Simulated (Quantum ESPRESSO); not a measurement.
# Rb (Im-3m): from the cell to the phonon bands

How does Rb (Im-3m) vibrate, and is this structure a minimum?

Main program and level: Quantum ESPRESSO 7.5; DFT LDA, scalar-relativistic, plane waves, PseudoDojo norm-conserving pseudopotentials.

The database entry behind the starting cell lists a temperature near 78 K, so it need not match the best structure at ambient conditions.

## 1. The starting structure

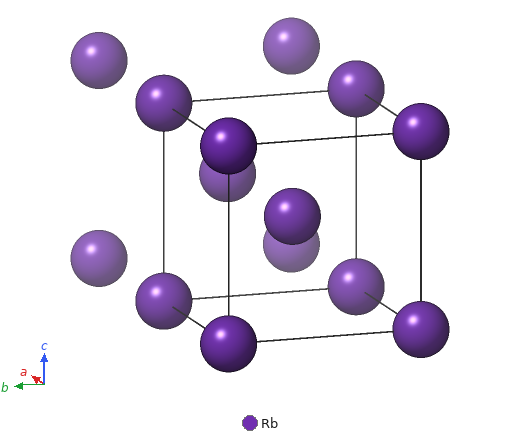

The cell as given, from a free direction (rubidium purple). 2×1×1 cells are drawn. This picture shows the conventional cell, with its axes. Some periodic images of atoms are drawn too.

## 2. A probe with smearing

Before anything dear is run, a loose run with smearing shows whether this is a metal and how far the cell is from rest.

Contents of probe.in:

```
&control
   calculation = 'scf'
   prefix = 'x'
   outdir = './tmp'
   pseudo_dir = './pseudo'
   tprnfor = .true.
   tstress = .true.
   verbosity = 'high'
/
&system
   ibrav = 0
   nat = 1
   ntyp = 1
   ecutwfc = 42.0
   occupations = 'smearing'
   smearing = 'gaussian'
   degauss = 0.01
/
&electrons
   conv_thr = 1.0d-07
   mixing_beta = 0.7
   electron_maxstep = 100
/
ATOMIC_SPECIES
 Rb     85.4678  Rb.upf
CELL_PARAMETERS angstrom
    -2.802500000    2.802500000    2.802500000
     2.802500000   -2.802500000    2.802500000
     2.802500000    2.802500000   -2.802500000
ATOMIC_POSITIONS crystal
 Rb     0.000000000   0.000000000   0.000000000
K_POINTS automatic
 4 4 4 0 0 0
```

Started as:

```
$ OMP_NUM_THREADS=1 mpirun -n 4 pw.x -nk 4 -in probe.in > probe.out
```

What it wrote:

```text
[banners, grids, parts of the stress and lines that vanish by symmetry left out]
Program PWSCF v.7.5
     Message from routine setup:
     using ibrav=0 with symmetry is DISCOURAGED, use correct ibrav instead
[...]
kinetic-energy cutoff     =      42.0000  Ry
     charge density cutoff     =     168.0000  Ry
     scf convergence threshold =      1.0E-07
[...]
Exchange-correlation= SLA  PW   NOGX NOGC
                           (   1   4   0   0   0   0   0)
[...]
48 Sym. Ops., with inversion, found
[...]
(     0          1          0      )
                  (     0          0          1      )
[...]
(  0.0000000  1.0000000 -0.0000000 )
                  ( -0.0000000 -0.0000000  1.0000000 )
[...]
(     1          0          0      )
                  (    -1         -1         -1      )
[...]
( -0.0000000 -1.0000000 -0.0000000 )
[...]
(    -1          0          0      )
                  (     0          0         -1      )
[...]
( -1.0000000 -0.0000000  0.0000000 )
                  (  0.0000000  1.0000000 -0.0000000 )
[...]
number of k points=     8  Gaussian smearing, width (Ry)=  0.0100
[...]
c_bands:  1 eigenvalues not converged
[...]
End of self-consistent calculation
[...]
the Fermi energy is     1.8872 ev
!    total energy              =     -54.21160459 Ry
[...]
convergence has been achieved in   4 iterations
[...]
atom    1 type  1   force =     0.00000000    0.00000000    0.00000000
[...]
Total force =     0.000000     Total SCF correction =     0.000000
[...]
total   stress  (Ry/bohr**3)                   (kbar)     P=       -3.32
[...]
XML data file, charge density, pseudopotentials, collected wavefunctions

   JOB DONE.
```

The job ended after 1.7 s (4 MPI ranks of Intel Xeon 6975P-C (Granite Rapids), shared host; 5.8 s of CPU time).

Numbers from this step:

```
volume per atom   : 88.04 Å³
pressure          : -0.3320 GPa
gap on the k-mesh : 0 eV
```

No gap opens on this mesh, so smearing is kept; the start stands at -0.33 GPa.

## 3. Relaxation

The relaxation runs at a cutoff a fifth above that of the response, since stress converges more slowly with the basis than frequencies do. Forces and stress are brought to rest with tight thresholds.

Contents of relax.in:

```
&control
   calculation = 'vc-relax'
   prefix = 'x'
   outdir = './tmp'
   pseudo_dir = './pseudo'
   tprnfor = .true.
   tstress = .true.
   forc_conv_thr = 2.0d-05
   etot_conv_thr = 1.0d-07
   nstep = 40
/
&system
   ibrav = 0
   nat = 1
   ntyp = 1
   ecutwfc = 50
   occupations = 'smearing'
   smearing = 'mv'
   degauss = 0.02
/
&electrons
   conv_thr = 1.0d-11
   mixing_beta = 0.7
   electron_maxstep = 100
/
&ions
/
&cell
   press_conv_thr = 0.2
/
ATOMIC_SPECIES
 Rb     85.4678  Rb.upf
CELL_PARAMETERS angstrom
    -2.802500000    2.802500000    2.802500000
     2.802500000   -2.802500000    2.802500000
     2.802500000    2.802500000   -2.802500000
ATOMIC_POSITIONS crystal
 Rb     0.000000000   0.000000000   0.000000000
K_POINTS automatic
 8 8 8 0 0 0
```

Started as:

```
$ OMP_NUM_THREADS=1 mpirun -n 4 pw.x -nk 4 -in relax.in > relax.out
```

What it wrote:

```text
[banners, grids, parts of the stress and lines that vanish by symmetry left out]
[banner, memory and clock lines left out]
Program PWSCF v.7.5

[...]
kinetic-energy cutoff     =      50.0000  Ry
     charge density cutoff     =     200.0000  Ry
     scf convergence threshold =      1.0E-11
[...]
energy convergence thresh.=      1.0E-07
     force convergence thresh. =      2.0E-05
     press convergence thresh. =      2.0E-01
     Exchange-correlation= SLA  PW   NOGX NOGC
                           (   1   4   0   0   0   0   0)
[...]
48 Sym. Ops., with inversion, found
[...]
number of k points=    29  Marzari-Vanderbilt smearing, width (Ry)=  0.0200
[...]
End of self-consistent calculation
[...]
the Fermi energy is     1.9113 ev
!    total energy              =     -54.21519198 Ry
[...]
convergence has been achieved in   6 iterations
[...]
atom    1 type  1   force =     0.00000000    0.00000000    0.00000000
     Total force =     0.000000     Total SCF correction =     0.000000
[...]
total   stress  (Ry/bohr**3)                   (kbar)     P=       -3.52
[...]
number of bfgs steps    =   0
[...]
CELL_PARAMETERS (angstrom)
[...]
ATOMIC_POSITIONS (crystal)
Rb               0.0000000000        0.0000000000        0.0000000000
[...]
New effective cutoffs (rho, wfc):  200.11   50.05
[...]
End of self-consistent calculation
[...]
the Fermi energy is     1.9189 ev
!    total energy              =     -54.21521731 Ry
[...]
convergence has been achieved in   3 iterations
[...]
atom    1 type  1   force =     0.00000000    0.00000000    0.00000000
     Total force =     0.000000     Total SCF correction =     0.000000
[...]
total   stress  (Ry/bohr**3)                   (kbar)     P=       -3.48
[...]
number of bfgs steps    =   1
[...]
WARNING: bfgs curvature condition failed, Theta= 0.810
[...]
CELL_PARAMETERS (angstrom)
[...]
ATOMIC_POSITIONS (crystal)
Rb               0.0000000000        0.0000000000        0.0000000000
[...]
New effective cutoffs (rho, wfc):  200.47   50.14
[...]
End of self-consistent calculation
[...]
the Fermi energy is     1.9304 ev
!    total energy              =     -54.21525474 Ry
[...]
convergence has been achieved in   4 iterations
[...]
atom    1 type  1   force =     0.00000000    0.00000000    0.00000000
     Total force =     0.000000     Total SCF correction =     0.000000
[...]
total   stress  (Ry/bohr**3)                   (kbar)     P=       -3.42
[...]
number of bfgs steps    =   2
[...]
CELL_PARAMETERS (angstrom)
[...]
ATOMIC_POSITIONS (crystal)
Rb               0.0000000000        0.0000000000        0.0000000000
[...]
New effective cutoffs (rho, wfc):  201.02   50.28
[...]
End of self-consistent calculation
[...]
the Fermi energy is     1.9477 ev
!    total energy              =     -54.21530957 Ry
[...]
convergence has been achieved in   5 iterations
[...]
atom    1 type  1   force =     0.00000000    0.00000000    0.00000000
     Total force =     0.000000     Total SCF correction =     0.000000
[...]
total   stress  (Ry/bohr**3)                   (kbar)     P=       -2.11
[...]
number of bfgs steps    =   7
[...]
the Fermi energy is     2.3121 ev
!    total energy              =     -54.21604046 Ry
[...]
convergence has been achieved in   6 iterations
[...]
atom    1 type  1   force =     0.00000000    0.00000000    0.00000000
     Total force =     0.000000     Total SCF correction =     0.000000
[...]
total   stress  (Ry/bohr**3)                   (kbar)     P=       -1.20
[...]
number of bfgs steps    =   8
[...]
the Fermi energy is     2.5031 ev
!    total energy              =     -54.21612040 Ry
[...]
convergence has been achieved in   6 iterations
[...]
atom    1 type  1   force =     0.00000000    0.00000000    0.00000000
     Total force =     0.000000     Total SCF correction =     0.000000
[...]
total   stress  (Ry/bohr**3)                   (kbar)     P=        0.14
[...]
number of bfgs steps    =   9
[...]
New effective cutoffs (rho, wfc):  217.33   54.36
[...]
the Fermi energy is     2.4837 ev
!    total energy              =     -54.21612130 Ry
[...]
convergence has been achieved in   5 iterations
[...]
atom    1 type  1   force =     0.00000000    0.00000000    0.00000000
     Total force =     0.000000     Total SCF correction =     0.000000
[...]
total   stress  (Ry/bohr**3)                   (kbar)     P=       -0.01
[...]
number of bfgs steps    =  10
[...]
CELL_PARAMETERS (angstrom)
[...]
ATOMIC_POSITIONS (crystal)
Rb               0.0000000000        0.0000000000        0.0000000000
[...]
New effective cutoffs (rho, wfc):  217.36   54.36
[...]
End of self-consistent calculation
[...]
the Fermi energy is     2.4847 ev
!    total energy              =     -54.21612130 Ry
[...]
convergence has been achieved in   3 iterations
[...]
atom    1 type  1   force =     0.00000000    0.00000000    0.00000000
     Total force =     0.000000     Total SCF correction =     0.000000
[...]
total   stress  (Ry/bohr**3)                   (kbar)     P=        0.00
[...]
bfgs converged in  12 scf cycles and  11 bfgs steps
[...]
End of BFGS Geometry Optimization
     Final enthalpy           =     -54.2161213045 Ry
     File ./tmp/x.bfgs deleted, as requested
[...]
CELL_PARAMETERS (angstrom)
[...]
ATOMIC_POSITIONS (crystal)
Rb               0.0000000000        0.0000000000        0.0000000000
[...]
Final scf calculation at the relaxed structure.
[...]
kinetic-energy cutoff     =      50.0000  Ry
     charge density cutoff     =     200.0000  Ry
     scf convergence threshold =      1.0E-13
[...]
press convergence thresh. =      2.0E-01
     Exchange-correlation= SLA  PW   NOGX NOGC
                           (   1   4   0   0   0   0   0)
[...]
48 Sym. Ops., with inversion, found
[...]
number of k points=    29  Marzari-Vanderbilt smearing, width (Ry)=  0.0200
[...]
c_bands:  1 eigenvalues not converged
     c_bands:  3 eigenvalues not converged
     c_bands:  1 eigenvalues not converged
     c_bands:  3 eigenvalues not converged
     c_bands:  1 eigenvalues not converged
     c_bands:  2 eigenvalues not converged
     c_bands:  2 eigenvalues not converged
     c_bands:  2 eigenvalues not converged
[...]
End of self-consistent calculation
[...]
the Fermi energy is     2.4847 ev
!    total energy              =     -54.21610750 Ry
[...]
convergence has been achieved in   8 iterations
[...]
atom    1 type  1   force =     0.00000000    0.00000000    0.00000000
     Total force =     0.000000     Total SCF correction =     0.000000
[...]
total   stress  (Ry/bohr**3)                   (kbar)     P=        0.03
[...]
XML data file, charge density, pseudopotentials, collected wavefunctions
```

Run time: 22 s. Hardware: 4 MPI ranks; 88 s of CPU time.

Relaxation path:

| step | energy less that of the first step (eV) | largest force (eV/Å) | pressure (GPa) | volume (Å³) |
| --- | --- | --- | --- | --- |
| 1 | 0.0000 | 0.0000 | -0.35 | 88.04 |
| 2 | -0.0003 | 0.0000 | -0.35 | 87.89 |
| 3 | -0.0009 | 0.0000 | -0.34 | 87.65 |
| 4 | -0.0016 | 0.0000 | -0.33 | 87.30 |
| 5 | -0.0027 | 0.0000 | -0.32 | 86.77 |
| 6 | -0.0042 | 0.0000 | -0.30 | 85.98 |
| 7 | -0.0063 | 0.0000 | -0.27 | 84.80 |
| 8 | -0.0089 | 0.0000 | -0.21 | 83.06 |
| 9 | -0.0115 | 0.0000 | -0.12 | 80.49 |
| 10 | -0.0126 | 0.0000 | 0.01 | 77.35 |
| 11 | -0.0126 | 0.0000 | 0.00 | 77.65 |
| 12 | -0.0126 | 0.0000 | 0.00 | 77.64 |
| 13 | -0.0125 | 0.0000 | 0.00 | 77.64 |

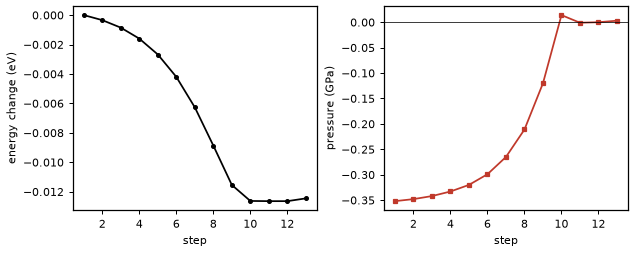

Energy and pressure along the relaxation.

| conventional cell, symmetrised | before | after | change |
| --- | --- | --- | --- |
| a (Å) | 5.605 | 5.375 | -4.1 % |
| b (Å) | 5.605 | 5.375 | -4.1 % |
| c (Å) | 5.605 | 5.375 | -4.1 % |
| volume (Å³/atom) | 88.04 | 77.64 | -11.8 % |

Final coordinates:

```xyz
1
Lattice="-2.6874 2.6874 2.6874 2.6874 -2.6874 2.6874 2.6874 2.6874 -2.6874" Properties=species:S:1:pos:R:3 pbc="T T T"
Rb    0.0000    0.0000    0.0000
```

The last row of the table of steps is pw.x's closing run on a basis chosen anew for the final cell, so its energy can jump.

Numbers from this step:

* volume per atom: 77.64 Å³
* pressure: 0.003000 GPa

The volume changes by -11.8 % from the cell with which this run began.

## 4. Ground state

Perturbation theory inherits every error of the wavefunctions, so the threshold is set near the limit of the arithmetic. Smearing stays on, as the first look found no gap above 0.3 eV.

Contents of scf.in:

```
&control
   calculation = 'scf'
   prefix = 'x'
   outdir = './tmp'
   pseudo_dir = './pseudo'
   tprnfor = .true.
   tstress = .true.
/
&system
   ibrav = 0
   nat = 1
   ntyp = 1
   ecutwfc = 42.0
   occupations = 'smearing'
   smearing = 'mv'
   degauss = 0.02
/
&electrons
   conv_thr = 1.0d-12
   mixing_beta = 0.7
   electron_maxstep = 100
/
ATOMIC_SPECIES
 Rb     85.4678  Rb.upf
CELL_PARAMETERS angstrom
    -2.687443519    2.687443519    2.687443519
     2.687443519   -2.687443519    2.687443519
     2.687443519    2.687443519   -2.687443519
ATOMIC_POSITIONS crystal
 Rb     0.000000000   0.000000000   0.000000000
K_POINTS automatic
 8 8 8 0 0 0
```

Started as:

```
$ OMP_NUM_THREADS=1 mpirun -n 4 pw.x -nk 4 -in scf.in > scf.out
```

What it wrote:

```text
[banners, grids, parts of the stress and lines that vanish by symmetry left out]
[banner, memory and clock lines left out]
Program PWSCF v.7.5

[...]
kinetic-energy cutoff     =      42.0000  Ry
     charge density cutoff     =     168.0000  Ry
     scf convergence threshold =      1.0E-12
[...]
Exchange-correlation= SLA  PW   NOGX NOGC
                           (   1   4   0   0   0   0   0)
[...]
48 Sym. Ops., with inversion, found
[...]
number of k points=    29  Marzari-Vanderbilt smearing, width (Ry)=  0.0200
[...]
End of self-consistent calculation
[...]
the Fermi energy is     2.4848 ev
!    total energy              =     -54.21597308 Ry
[...]
convergence has been achieved in   8 iterations
[...]
atom    1 type  1   force =     0.00000000    0.00000000    0.00000000
     Total force =     0.000000     Total SCF correction =     0.000000
[...]
total   stress  (Ry/bohr**3)                   (kbar)     P=       -0.61
[...]
XML data file, charge density, pseudopotentials, collected wavefunctions
```

Wall time 2.9 s (4 MPI ranks).

Numbers from this step:

```yaml
pressure: -0.061 GPa
```

The cell stands at -0.061 GPa, close enough for phonons.

(Part 1 of 3 ends here.)

[Host names and launcher messages were left out of these logs when they were recorded.]

[Logs are printed without paths, hosts, clocks, repeated set-up lines and the standing remarks that a program may print on its own settings, such as how far it seeks lower states.]

[Hosts, paths, dates, database ids (printed as entryN), source tags and the programs' standing remarks are cut or masked in the printed files.]
